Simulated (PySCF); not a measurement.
**One shape, several levels: CH2F (SMILES [CH2]F)**

Aim: a comparison of 6 runs (UPBE/STO-6G, UPBE0/STO-6G, USVWN5/STO-6G, UCISD/STO-6G, UCCSD(T)/STO-6G, FCI/STO-6G) of CH2F. Input form: a Python script.

Program for the calculation: PySCF 2.14.0.

9 further runs of the same task are left out: 9 set aside as unsound or not needed.

### 1 The molecule

CH2F has 4 atoms, charge 0, and is taken as a doublet. As SMILES, `[CH2]F`. The C1–H4 distance was set to 1.298 Å, away from the relaxed value.

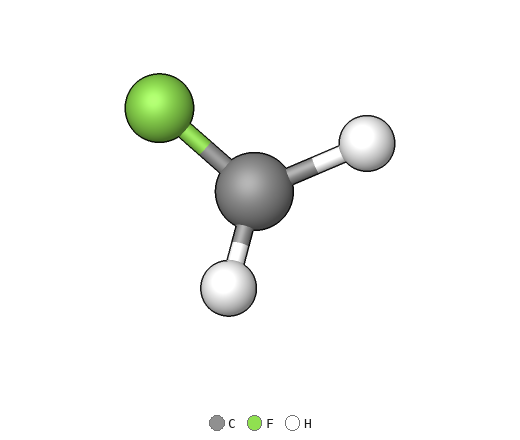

Viewed from a chosen angle; carbon grey, fluorine green, hydrogen white.

### 2 The energy at UPBE/STO-6G (run 1)

calc.py reads:

```python
from pyscf import gto, dft

mol = gto.M(
    atom='''
C   -0.041518   0.152578  -0.181110
F    0.938582   0.904178   0.314590
H   -0.958318   0.682478  -0.402510
H    0.027000  -1.108700   0.119000
''',
    max_memory=1860,
    verbose=3,
    spin=1,
    basis='sto-6g',
)

myscf = dft.UKS(mol, xc='pbe')
myscf.grids.level = 5
myscf.conv_tol = 1e-10
myscf.kernel()
if not myscf.converged:
    myscf = myscf.newton().run(myscf.mo_coeff, myscf.mo_occ)

e_final = myscf.e_tot
print('E = %.10f Eh' % e_final)
```

Run with:

```console
$ OMP_NUM_THREADS=1 python calc.py
```

Log:

```text
converged SCF energy = -138.278532342165  <S^2> = 0.75223947  2S+1 = 2.0022382
E = -138.2785323422 Eh
```

Wall time 4.5 s (1 thread of AMD EPYC 7B13 (Zen 3), shared host); peak memory 0.17 GiB.

### 3 The energy at UPBE0/STO-6G (run 2)

calc.py reads:

```python
from pyscf import gto, dft

system = gto.M(
    atom=[
    ('C', (-0.041518, 0.152578, -0.181110)),
    ('F', (0.938582, 0.904178, 0.314590)),
    ('H', (-0.958318, 0.682478, -0.402510)),
    ('H', (0.027000, -1.108700, 0.119000)),
],
    charge=0,
    basis='sto-6g',
    verbose=3,
    max_memory=1860,
    spin=1,
)

mf = dft.UKS(system, xc='pbe0')
mf.conv_tol = 1e-10
mf.grids.level = 5
mf.kernel()
if not mf.converged:
    mf = mf.newton().run(mf.mo_coeff, mf.mo_occ)

e_final = mf.e_tot
print('E(%s) = %.9f' % ('PBE0', e_final))
```

Run with:

```console
$ OMP_NUM_THREADS=1 python calc.py
```

Log:

```text
converged SCF energy = -138.301291859163  <S^2> = 0.75363576  2S+1 = 2.0036325
E(PBE0) = -138.301291859
```

Wall time 5.4 s (1 thread of AMD EPYC 7B13 (Zen 3), shared host); peak memory 0.17 GiB.

Runs 3 to 4 aren't shown in full; the table further down has their settings and results.

### 4 The energy at UCCSD(T)/STO-6G (run 5)

input.py reads:

```python
from pyscf import gto, cc

system = gto.M(
    atom='''
C   -0.041518   0.152578  -0.181110
F    0.938582   0.904178   0.314590
H   -0.958318   0.682478  -0.402510
H    0.027000  -1.108700   0.119000
''',
    basis='sto-6g',
    spin=1,
    verbose=4,
    max_memory=1860,
)

mf = system.UHF()
mf.conv_tol = 1e-10
mf.kernel()
if not mf.converged:
    mf = mf.newton().run(mf.mo_coeff, mf.mo_occ)

mycc = cc.CCSD(mf, frozen=2)
mycc.kernel()
e_t = mycc.ccsd_t()
e_final = mycc.e_tot + e_t
print('Final energy', e_final)
```

Run with:

```console
$ OMP_NUM_THREADS=1 python input.py
```

Log:

```text
PySCF version 2.14.0

[INPUT] num. atoms = 4
[INPUT] num. electrons = 17
[INPUT] charge = 0
[INPUT] spin (= nelec alpha-beta = 2S) = 1
[INPUT] symmetry False subgroup None
[INPUT] Mole.unit = angstrom
[INPUT] Symbol           X                Y                Z      unit          X                Y                Z       unit  Magmom
[INPUT]  1 C     -0.041518000000   0.152578000000  -0.181110000000 AA   -0.078457649240   0.288330632634  -0.342248298420 Bohr   0.0
[INPUT]  2 F      0.938582000000   0.904178000000   0.314590000000 AA    1.773662925447   1.708648787857   0.594488941527 Bohr   0.0
[INPUT]  3 H     -0.958318000000   0.682478000000  -0.402510000000 AA   -1.810958560241   1.289696506041  -0.760633662399 Bohr   0.0
[INPUT]  4 H      0.027000000000  -1.108700000000   0.119000000000 AA    0.051022605363  -2.095139354305   0.224877408823 Bohr   0.0

nuclear repulsion = 31.584182384067
number of shells = 8
number of NR pGTOs = 72
number of NR cGTOs = 12
basis = sto-6g
ecp = {}

[... 69 lines left out ...]
converged SCF energy = -137.80905469975  <S^2> = 0.76917697  2S+1 = 2.0190859
[... 12 lines left out ...]
Init t2, MP2 energy = -0.0606930749879472
[... 15 lines left out ...]
UCCSD converged
[... 2 lines left out ...]
Final energy -137.8977580951824
```

Run time: 1.3 s. Hardware: 1 thread of AMD EPYC 7B13 (Zen 3), shared host; peak memory 0.12 GiB.

### 5 The energy at FCI/STO-6G (run 6)

job.py reads:

```python
from pyscf import gto, mcscf

system = gto.Mole()
system.atom = '''
C     -0.078458     0.288331    -0.342248
F      1.773663     1.708649     0.594489
H     -1.810959     1.289697    -0.760634
H      0.051023    -2.095139     0.224877
'''
system.spin = 1
system.max_memory = 1860
system.basis = 'sto-6g'
system.verbose = 4
system.unit = 'bohr'
system.build()

mf = system.ROHF()
mf.conv_tol = 1e-10
mf.kernel()
if not mf.converged:
    mf = mf.newton().run(mf.mo_coeff, mf.mo_occ)

cas = mcscf.CASCI(mf, mf.mo_coeff.shape[-1] - 2, (system.nelec[0] - 2, system.nelec[1] - 2))  # full CI above the frozen core
cas.fix_spin_(ss=0.75)
cas.kernel()
etot = cas.e_tot
print('E = %.10f Eh' % etot)
```

Run with:

```console
$ OMP_NUM_THREADS=1 python job.py
```

Log:

```text
PySCF version 2.14.0

[INPUT] num. atoms = 4
[INPUT] num. electrons = 17
[INPUT] charge = 0
[INPUT] spin (= nelec alpha-beta = 2S) = 1
[INPUT] symmetry False subgroup None
[INPUT] Mole.unit = bohr
[INPUT] Symbol           X                Y                Z      unit          X                Y                Z       unit  Magmom
[INPUT]  1 C     -0.041518185614   0.152578194402  -0.181109842083 AA   -0.078458000000   0.288331000000  -0.342248000000 Bohr   0.0
[INPUT]  2 F      0.938582039452   0.904178112261   0.314590030943 AA    1.773663000000   1.708649000000   0.594489000000 Bohr   0.0
[INPUT]  3 H     -0.958318232710   0.682478261392  -0.402510178651 AA   -1.810959000000   1.289697000000  -0.760634000000 Bohr   0.0
[INPUT]  4 H      0.027000208833  -1.108699812510   0.118999783660 AA    0.051023000000  -2.095139000000   0.224877000000 Bohr   0.0

nuclear repulsion = 31.584180674423
number of shells = 8
number of NR pGTOs = 72
number of NR cGTOs = 12
basis = sto-6g
ecp = {}

******** <class 'pyscf.scf.rohf.ROHF'> ********
method = ROHF
initial guess = minao
damping factor = 0
level_shift factor = 0
DIIS = <class 'pyscf.scf.diis.CDIIS'>
diis_start_cycle = 1
diis_space = 8
diis_damp = 0
SCF conv_tol = 1e-10
SCF conv_tol_grad = None
SCF max_cycles = 50
direct_scf = True
direct_scf_tol = 1e-13
num. doubly occ = 8  num. singly occ = 1
Set gradient conv threshold to 1e-05
init E= -137.6626896001
  HOMO = 0.024590557439482  LUMO = 0.34433820618504  gap/eV = 8.70078
cycle= 1 E= -137.759682270783  delta_E= -0.097  |g|= 0.306  |ddm|= 1.65
  HOMO = -0.0353314807267779  LUMO = 0.439994543496876  gap/eV = 12.93428
cycle= 2 E= -137.798961691299  delta_E= -0.0393  |g|= 0.0946  |ddm|= 0.421
  HOMO = 0.00227763439725992  LUMO = 0.481661825360399  gap/eV = 13.04471
cycle= 3 E= -137.804490886717  delta_E= -0.00553  |g|= 0.035  |ddm|= 0.127
  HOMO = -0.00733711071550769  LUMO = 0.481387787183267  gap/eV = 13.29888
cycle= 4 E= -137.805380284998  delta_E= -0.000889  |g|= 0.00937  |ddm|= 0.0563
  HOMO = -0.00703766041143217  LUMO = 0.481123360473131  gap/eV = 13.28354
cycle= 5 E= -137.805450765244  delta_E= -7.05e-05  |g|= 0.00156  |ddm|= 0.0181
  HOMO = -0.00770888518419011  LUMO = 0.481011104837029  gap/eV = 13.29875
cycle= 6 E= -137.805452632174  delta_E= -1.87e-06  |g|= 8.79e-05  |ddm|= 0.00327
  HOMO = -0.00772630989155199  LUMO = 0.481004415938563  gap/eV = 13.29904
cycle= 7 E= -137.80545263767  delta_E= -5.5e-09  |g|= 2.07e-05  |ddm|= 0.000172
  HOMO = -0.00772405990383607  LUMO = 0.481005203269606  gap/eV = 13.29900
cycle= 8 E= -137.80545263808  delta_E= -4.1e-10  |g|= 6.43e-06  |ddm|= 4.85e-05
  HOMO = -0.00772482549057396  LUMO = 0.481004926442379  gap/eV = 13.29901
cycle= 9 E= -137.805452638126  delta_E= -4.61e-11  |g|= 3.4e-07  |ddm|= 2.19e-05
  HOMO = -0.00772476141978173  LUMO = 0.481004973119424  gap/eV = 13.29901
Extra cycle  E= -137.805452638126  delta_E= -2.84e-14  |g|= 1.23e-07  |ddm|= 5.14e-07
converged SCF energy = -137.805452638126

******** <class 'pyscf.mcscf.casci.CASCI'> ********
CAS (7e+6e, 10o), ncore = 2, nvir = 0
natorb = False
canonicalization = True
sorting_mo_energy = False
******** <class 'pyscf.fci.addons.SpinPenaltyFCISolver'> ********
max. cycles = 200
conv_tol = 1e-08
davidson only = True
linear dependence = 1e-12
level shift = 0.001
max iter space = 12
nroots = 1
pspace_size = 400
spin = None
Density matrix diagonal elements [1.99636846 1.97688213 1.98079993 1.9686456  1.98240884 1.97435656
 1.0127121  0.04985347 0.03502778 0.02294513]
CASCI converged
CASCI E = -137.898355016822  E(CI) = -48.5786699743006  S^2 = 0.7500000
E = -137.8983550168 Eh
```

Wall time 1.5 s (1 thread of AMD EPYC 7B13 (Zen 3), shared host); peak memory 0.12 GiB.

### 6 All runs side by side

```csv
run,level,integration grid,frozen core orbitals,energy (Eh),dipole moment (D) of the reference,HOMO energy (eV),LUMO energy (eV),wall time
1,UPBE/STO-6G,5,–,-138.278532,0.37,-1.23,1.16,4.5 s
2,UPBE0/STO-6G,5,–,-138.301292,0.53,-3.28,2.62,5.4 s
3,USVWN5/STO-6G,5,–,-137.382248,0.39,-0.97,0.92,3.6 s
4,UCISD/STO-6G,–,2,-137.893572,0.97,-8.54,8.71,1.4 s
5,UCCSD(T)/STO-6G,–,2,-137.897758,0.97,-8.54,8.71,1.3 s
6,FCI/STO-6G,–,2,-137.898355,0.97,–,–,1.5 s
```

### 7 What came out

```
                                          quantity          value
                               run 6: total energy  -137.89836 Eh
       run 6: dipole moment (Hartree–Fock density)         0.97 D
run 6: correlation energy (2 core orbitals frozen)      -92.9 mEh
```

**Reading.** Against full CI in this basis: UCISD +4.8 mEh; UCCSD(T) +0.6 mEh. Over runs 1, 2, 3 the dipole moment (its size) runs from 0.37 D (UPBE/STO-6G) to 0.53 D (UPBE0/STO-6G). Totals of different functionals can't be ranked against each other. In runs 1, 2, 3, 4, 5, 6 the basis is minimal, so the values are rough. All runs together took 18 s, the longest 5.4 s.
